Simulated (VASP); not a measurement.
Consider the following.

```
In
1.0
   -1.66874     1.66874     2.57271
    1.66874    -1.66874     2.57271
    1.66874     1.66874    -2.57271
In
1
Direct
  0.00000   0.00000   0.00000
```

Level of theory: RPBE GGA, VASP's PBE PAW potentials (set 64) (plane waves; VASP). Run with 520 eV cut-off, 17×17×17 Γ-centred mesh, tetrahedra with Blöchl corrections, potentials In_d.

Unless said otherwise, spin-orbit coupling is left out, though it shifts the bands of the heavy elements here.

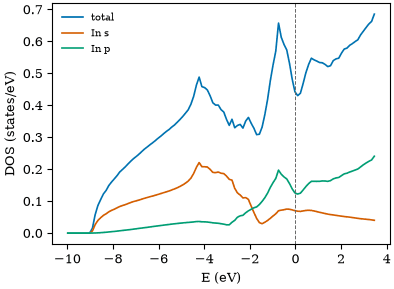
*Total and projected density of states, zero at the Fermi level*

Within 2 eV below the Fermi level the largest weight inside VASP's projection spheres is In p, then In s.

It has no gap at this level: it comes out as a metal or semimetal.

The compound is In in the bct structure. It was relaxed first, which changed the volume by +10 %.
